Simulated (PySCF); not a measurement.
SMILES [CH3][Sn][I] at its CAM-B3LYP/def2-SVP optimised geometry (Å):

```
6

Sn    -0.7552    -1.3077     0.0000
I      2.0050    -1.3077     0.0000
C     -0.9489     0.8783     0.0000
H     -2.0050     1.1853     0.0396
H     -0.4888     1.2929    -0.9112
H     -0.4141     1.3077     0.8615
```

Method: CAM-B3LYP/def2-TZVP, def2 effective core potentials past Kr (PySCF). The core electrons that the potentials of I, Sn replace are not part of the density. Cells within 0.4 Å of a nucleus heavier than hydrogen are left out (blank, or x).

Map of the log10 of the electron density (e/bohr³), floored at −4 on the plane z = 0.0 Å:

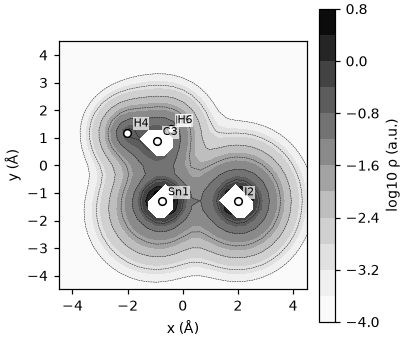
Fig. 1. Log10 of the electron density (e/bohr³), floored at −4 on the plane z = 0.0 Å.
